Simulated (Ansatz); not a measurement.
# A ladder of methods for CH4Si (SMILES C[SiH])

The species is CH4Si (6 atoms), meant as a singlet with charge 0. SMILES: `C[SiH]`. Geometry: relaxed at PBE0-D4/def2-TZVP.

```xyz
6

C    -0.0935   -0.3660   -0.3703
Si    0.9173    0.2098    1.1223
H    -1.1569   -0.4101   -0.1022
H     0.2150   -1.3356   -0.7630
H    -0.0240    0.3820   -1.1708
H     0.1422    1.5200    1.2840
```

Each level gives the energy change with the C1–H5 bond stretched from 1.098 to 1.372 Å (eV). The values are calculated.

| level | kind | program | value (eV) | less FCI/STO-3G | CPU time (all runs) |
| --- | --- | --- | --- | --- | --- |
| SVWN5/STO-3G (restricted) | LDA | Ansatz | 0.91 | +0.06 | 1.2 s |
| PBE/STO-3G (restricted) | GGA | Ansatz | 0.86 | +0.01 | 1.7 s |
| B3LYP/STO-3G (restricted) | global hybrid | Ansatz | 0.93 | +0.08 | 1.8 s |
| BHLYP/STO-3G (restricted) | global hybrid | Ansatz | 1.08 | +0.23 | 1.7 s |
| CAM-B3LYP/STO-3G (restricted) | range-separated hybrid | Ansatz | 0.99 | +0.14 | 2 s |
| wB97M-V/STO-3G (restricted) | range-separated hybrid | Ansatz | 0.99 | +0.14 | 29 s |
| BCCD(T)/STO-3G (restricted) | coupled cluster or CI | Ansatz | 0.85 | 0.00 | 0.31 s |
| CCSDTQ/STO-3G (restricted) | coupled cluster or CI | Ansatz | 0.85 | 0.00 | 5.3 s |
| FCI/STO-3G | exact in the basis | Ansatz | 0.85 | 0.00 | 7.2 s |

FCI/STO-3G is exact within its basis and frozen core, so for wave-function methods in that basis the difference is their error; functionals converge differently with the basis, so for them it is only a difference. The first shape isn't each level's own minimum. The values span 0.85 to 1.08 eV. All rows use very small basis sets, so none should be taken for the real molecule's value. Times are those of the runs behind each value, whatever else they computed, on shared processors of several kinds: orders of magnitude only.

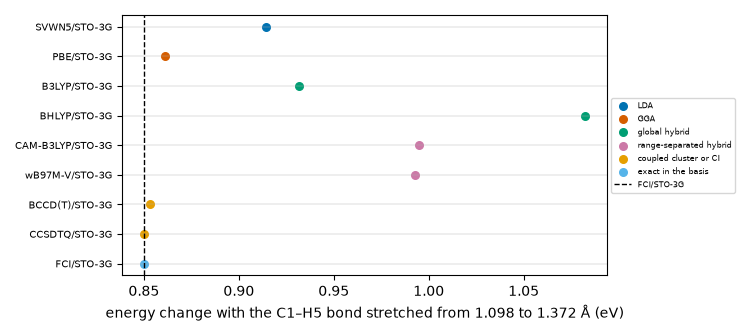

The values of the table, level by level.
